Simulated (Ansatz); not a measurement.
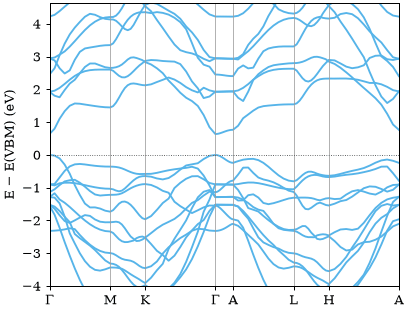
Band structure from DFT-PBE+D3(BJ) in the program Ansatz with PAW potentials

**Question.** Read off the gap and where the band edges lie.

**Answer.** About 0.6 eV (0.64 eV by a search for the band edges); maximum at Γ, minimum at Γ.

The material is Bi2H3NSe3 in space group P3m1 (No. 156; Pearson symbol hP9).

A made-up cell: these elements were put on the sites of a structure type; neither database checked (COD, Materials Project) lists it. Whether it is the stable phase at ambient conditions was not checked. Symmetry was held in the PBE+D3(BJ) relaxation. At this level the phase is dynamically unstable (imaginary phonons). Scalar-relativistic: spin–orbit coupling is off unless named, which matters more the heavier the elements.

Potentials: the later of the program's two PAW sets.
